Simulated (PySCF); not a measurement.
# CH3BClFO (SMILES BC(O)(F)Cl): TPSSh/def2-SVP

What is the vertical singlet–triplet gap of CH3BClFO at TPSSh/def2-SVP? Input form: a Python script.

The results are computed with PySCF 2.14.0.

**1. The molecule**

CH3BClFO has 8 atoms, charge 0, and is taken as a singlet. As SMILES, `BC(O)(F)Cl`. Geometry: relaxed at PBE0-D4/def2-TZVP. This is one conformer, not always the lowest.

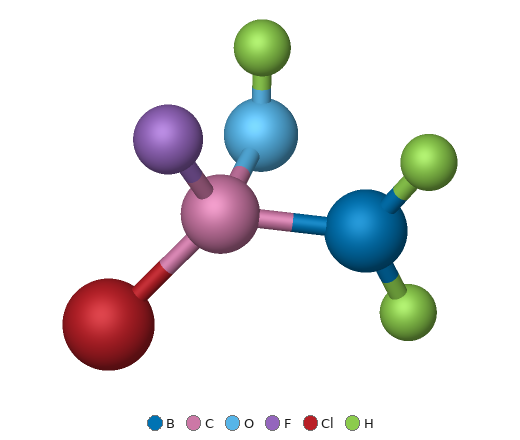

The structure, seen from a chosen angle (boron blue, carbon pink, oxygen blue, fluorine purple, chlorine red, hydrogen green).

**2. A single-point energy at TPSSh/def2-SVP**

job.py reads:

```python
from pyscf import gto, dft

mol = gto.M(
    atom=[
    ('B', (-0.496700, 0.835900, 0.196700)),
    ('C', (0.656000, -0.125700, -0.169000)),
    ('O', (-0.573100, -0.892300, -0.337200)),
    ('F', (1.403700, -0.711800, 0.783800)),
    ('Cl', (1.548100, -0.091800, -1.664700)),
    ('H', (-0.796500, 0.892200, 1.348900)),
    ('H', (-0.991600, 1.504400, -0.650000)),
    ('H', (-0.657600, -1.468100, 0.435900)),
],
    verbose=3,
    charge=0,
    basis='def2-svp',
    max_memory=1860,
)

calc0 = dft.RKS(mol)
calc0.xc = 'tpssh'
calc0.conv_tol = 1e-10
calc0.grids.level = 4
calc0.kernel()
if not calc0.converged:
    calc0 = calc0.newton().run(calc0.mo_coeff, calc0.mo_occ)

e_tot = calc0.e_tot
print('E = %.10f Eh' % e_tot)
```

Launch:

```bash
$ OMP_NUM_THREADS=1 python job.py
```

Log:

```text
converged SCF energy = -699.683327792262
E = -699.6833277923 Eh
```

It took 28 s on 1 thread of Arm Neoverse V1, shared host; peak memory 0.46 GiB.

**3. The triplet**

run.py reads:

```python
from pyscf import gto, dft

mol = gto.Mole()
mol.atom = '''
B     -0.496700     0.835900     0.196700
C      0.656000    -0.125700    -0.169000
O     -0.573100    -0.892300    -0.337200
F      1.403700    -0.711800     0.783800
Cl     1.548100    -0.091800    -1.664700
H     -0.796500     0.892200     1.348900
H     -0.991600     1.504400    -0.650000
H     -0.657600    -1.468100     0.435900
'''
mol.verbose = 3
mol.basis = 'def2-svp'
mol.spin = 2
mol.max_memory = 1860
mol.build()

myscf = dft.UKS(mol)
myscf.xc = 'tpssh'
myscf.grids.level = 4
myscf.conv_tol = 1e-10
myscf.kernel()
if not myscf.converged:
    myscf = myscf.newton().run(myscf.mo_coeff, myscf.mo_occ)

e_final = myscf.e_tot
print('E = %.10f Eh' % e_final)
```

Launch:

```bash
$ OMP_NUM_THREADS=1 python run.py
```

Log:

```text
WARN: HOMO -0.0760985191662562 >= LUMO -0.322859705237965

WARN: HOMO -0.125766723937079 >= LUMO -0.22630348123741

WARN: HOMO -0.0525149794593718 >= LUMO -0.246359482602481

WARN: HOMO -0.0488579474473743 >= LUMO -0.268043265448318

WARN: HOMO -0.0716757421879604 >= LUMO -0.278138780718546

WARN: HOMO -0.0664764519610226 >= LUMO -0.264165341574535

WARN: HOMO -0.0673926063006824 >= LUMO -0.2630935335333

WARN: HOMO -0.0694414282817957 >= LUMO -0.263270765227832

WARN: HOMO -0.0694821118036404 >= LUMO -0.262875236267636

WARN: HOMO -0.0696133103328802 >= LUMO -0.262784480688464

WARN: HOMO -0.0695551211597309 >= LUMO -0.26267235307975

WARN: HOMO -0.0696156268179018 >= LUMO -0.262552594110187

WARN: HOMO -0.0695602249230181 >= LUMO -0.262565748738566

WARN: HOMO -0.0695798347605949 >= LUMO -0.262513959049758

WARN: HOMO -0.0695540556692142 >= LUMO -0.26250773066295

WARN: HOMO -0.0695630993340477 >= LUMO -0.262510732058673

WARN: HOMO -0.0695606615889219 >= LUMO -0.26250593110053

WARN: HOMO -0.0695634132028125 >= LUMO -0.262507476414242

WARN: HOMO -0.0695642518941204 >= LUMO -0.262507807443902

WARN: HOMO -0.0695648303545404 >= LUMO -0.262508339090654

converged SCF energy = -699.448261371313  <S^2> = 2.0059055  2S+1 = 3.0039344
E = -699.4482613713 Eh
```

Run time: 93 s. Hardware: 1 thread of Arm Neoverse V1, shared host; peak memory 0.49 GiB.

**4. Results**

Level: TPSSh/def2-SVP.

```
                                        quantity          value
                           singlet: total energy  -699.68333 Eh
                          singlet: dipole moment         1.82 D
                            singlet: HOMO energy       -7.76 eV
                            singlet: LUMO energy       -0.41 eV
                          singlet: HOMO–LUMO gap        7.35 eV
                           triplet: total energy  -699.44826 Eh
                          triplet: dipole moment         3.24 D
     triplet: HOMO energy (highest over α and β)       -1.89 eV
                                   triplet: ⟨S²⟩          2.006
vertical energy of the triplet above the singlet       6.396 eV
```

At this shape the triplet lies 6.40 eV (148 kcal/mol) above the singlet. Mulliken charges (triplet) run from -0.35 on B1 to +0.36 on C2; they depend strongly on the basis.
